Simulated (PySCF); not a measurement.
CNO, SMILES N#C[O], doublet at its PBE0/def2-SVP optimised geometry (Å):

```
3

O     -1.2003     0.0000     0.0000
C     -0.0252     0.0000     0.0000
N      1.2003     0.0000     0.0000
```

Method: unrestricted PBE0/def2-TZVP (PySCF). Cells within 0.4 Å of a nucleus heavier than hydrogen are left out (blank, or x).

Map of the Laplacian of the electron density (e/bohr⁵), clipped to [-1.50, 1.50] on the plane z = 0.0 Å:

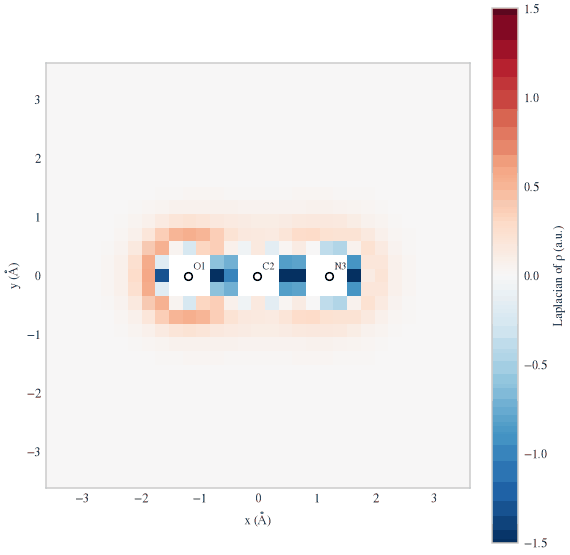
*Laplacian of the electron density (e/bohr⁵), clipped to [-1.50, 1.50] on the plane z = 0.0 Å.*
